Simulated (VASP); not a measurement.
Band structure of Zr (space group Im-3m). Calculation: r2SCAN+rVV10, VASP's PBE PAW potentials (set 64) (plane waves; VASP).

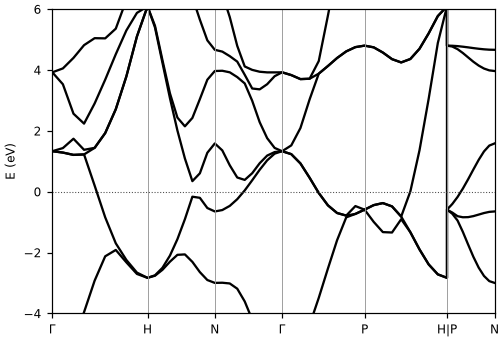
Fig. 1. Bands along high-symmetry lines, zero at the valence-band maximum or, without a gap, the Fermi level

Q: Read the plot: is there a gap, and where are the band edges?

A: It has no gap at this level: it comes out as a metal or semimetal.

The structure comes from a measured Zr entry (Im-3m) of the Crystallography Open Database, whose conditions weren't checked. It was relaxed first.
